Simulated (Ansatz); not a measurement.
The parent structure is SnO in the litharge type structure (space group P4/nmm, No. 129; a = 3.793 Å, c = 4.764 Å; layered, stacked along the Cartesian z axis). Axes: x, y, z lie along a, b, c of the conventional cell.

Modification: biaxial strain +1.80 %, plane normal [001], relaxed out of plane (Cartesian); in-plane vectors clamped, the third vector and the atoms free.

All numbers come from r2SCAN+rVV10, PAW, 500 eV (Ansatz, a first-principles code; without spin-orbit coupling), earlier PAW set.

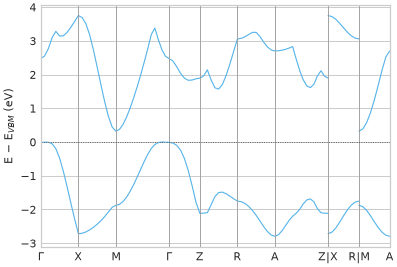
*Highest valence and lowest conduction band along the path of the changed cell's own zone*

### Question
From the figure, how large is the changed gap, and is it direct?

### Answer
About 0.3 eV, indirect, M–Γ (87 % along) → M.

Whether these cells are dynamically stable was not tested. All final runs are without spin polarisation.
